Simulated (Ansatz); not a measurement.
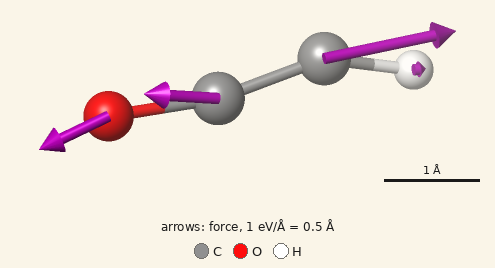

Starting geometry of C2HO (charge −1) with the computed forces as purple arrows. The picture is a ball-and-stick view, seen at a tilt.

The run prepares an end point of a later path (hydrogen shift) calculation, from a guessed geometry.

Theory: Ansatz, RKS PBE0-D4/6-31G. (no spin polarisation; force threshold 0.02 eV/Å; at most 50 steps)

Is this structure relaxed? If not, where do the atoms go?

Answer. It isn't relaxed: the largest force vector, on a C atom, is 2.99 eV/Å. The final displacements follow the starting forces only in part (cosine between the two patterns 0.32). Over 9 accepted moves (10 points after the start) the energy falls by 2.47 kcal/mol. The largest force component goes from 2.6 to 0.0042 eV/Å. The line search rejected the trial step at point 4 of the run. The largest move after the best rigid fit is that of a C atom, 0.12 Å. Largest moves by element: C 0.12 Å, H 0.08 Å, O 0.05 Å. Some distances before and after: C–O 1.238 → 1.261 Å, C–C 1.224 → 1.244 Å. Bond angles that change, for instance: C–C–H 150.7° → 168.4°, C–C–O 167.3° → 177.7°. The run took 7.8 s on 1 thread of Arm Neoverse V1 (shared host), peak memory 0.094 GiB.

Limits of the set-up: the basis has no diffuse functions, which an anion needs.
